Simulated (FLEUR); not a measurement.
## How far to go with the k-point mesh: Na (Im-3m, 1 atom in the cell)

```
Na
1.0
   -2.14065     2.14065     2.14065
    2.14065    -2.14065     2.14065
    2.14065     2.14065    -2.14065
Na
1
Direct
  0.00000   0.00000   0.00000
```

Method: PBE, all-electron FLAPW (FLEUR), scalar-relativistic valence.

Base settings: Kmax = 3.8 1/bohr; GmaxXC = 13.3 1/bohr; xcFunctional = pbe; jspins = 1; l_soc = F; mode = hist; fermiSmearingEnergy = 0.00367493 Htr; mesh (inpgen div1-3) = 6 6 6; inpgen gamma flag = true; Gmax = 13.3 1/bohr.

Moved along: kpt_gamma.

The second cell is the first with its lattice scaled by 0.98.

Only quantities that move along the ladder and can be compared are tabulated.

The starting cell has typed, rounded lattice constants, without a prior relaxation at this level. Its lattice was rescaled by up to half a per cent. Values depend on the basis (sphere radii, cutoffs, local orbitals), which need not be converged.

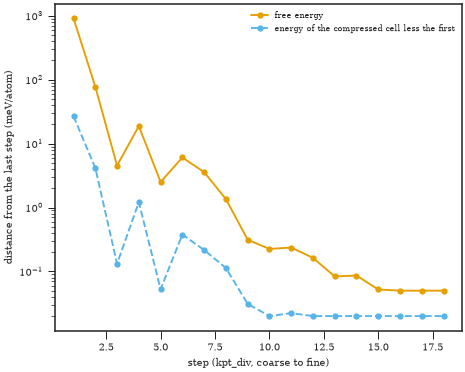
Fig. 1. Distance from the last step along the ladder; very small values are drawn at a floor.

```tsv
kpt_div	free energy less the last step's (meV/atom)	energy of the compressed cell less the first (meV/atom)
2 2 2	911.30	24.10
4 4 4	77.80	1.41
5 5 5	-4.53	-2.62
6 6 6	18.80	-1.54
7 7 7	-2.51	-2.81
8 8 8	6.07	-2.38
9 9 9	-3.58	-2.97
11 11 11	-1.36	-2.87
13 13 13	0.31	-2.72
14 14 14	-0.22	-2.76
16 16 16	-0.24	-2.78
17 17 17	0.16	-2.74
19 19 19	0.08	-2.75
21 21 21	0.09	-2.74
23 23 23	0.05	-2.75
26 26 26	0.01	-2.75
29 29 29	0.00	-2.76
32 32 32	0.01	-2.75
35 35 35	0.00	-2.75
```

Coarsest kpt_div that holds the free energy within 1 meV/atom of the last step, with all finer ones: 13 13 13; the step before is off by 1.4 meV/atom.

Coarsest kpt_div that holds the energy of the compressed cell less the first within 0.5 meV/atom of the last step, with all finer ones: 7 7 7; the step before is off by 1.2 meV/atom.

The energy difference between the two cells stays within 1 meV/atom of the last step's from 7 7 7 on, the total only from 13 13 13 on: much of the error is common to both cells and cancels.

Left out of this page: 1 run of the series failed or unconverged.
